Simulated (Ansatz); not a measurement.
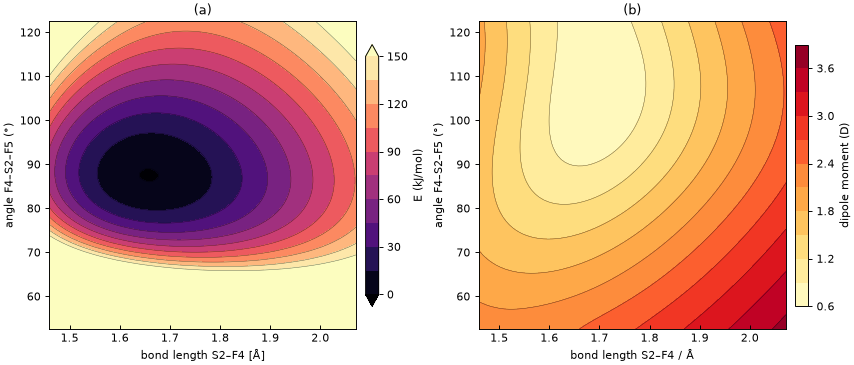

F₄S, SMILES FS(F)(F)F. First axis: bond length S2–F4. Second axis: angle F4–S2–F5. Nothing is relaxed (all other coordinates rigid). The grid has 15 × 15 points. Points are written as (first, second). Energies: kJ/mol, counted from the lowest grid point. Computed with RKS PBE0-D4/def2-SVP in Ansatz.

Panel (a) is the energy; panel (b) is the computed dipole moment, in D.

Drawn: filled contours, one colour for all values above the top of the scale. Between grid points the surface is interpolated.

How does the dipole moment vary over the map, and what is it at the lowest grid point?

Leaving out the highest fifth of the energies, it runs from 0.62 D at (1.678 Å, 107.5°) to 3.24 D at (2.072 Å, 67.5°). At the lowest grid point, (1.678 Å, 87.5°), it is 0.98 D.
